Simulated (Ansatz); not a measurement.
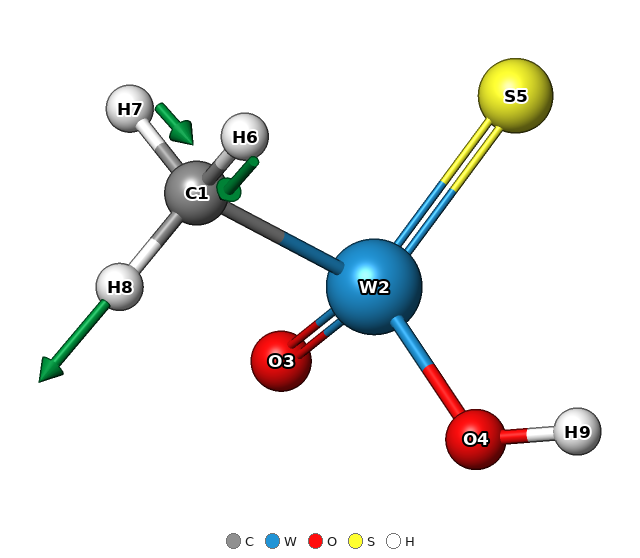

The arrows show one normal mode. Charge 0, singlet. Harmonic vibrations computed with RKS PBE0-D4/def2-TZVP, core potentials on W (Ansatz 0.2.0) at a stationary point of the same level.

> Describe the motion.

Mostly out-of-phase stretching of 3 C–H bonds.

> At what wavenumber does it lie?

3129 cm⁻¹; it is mode 19 of 21 counted from the lowest.
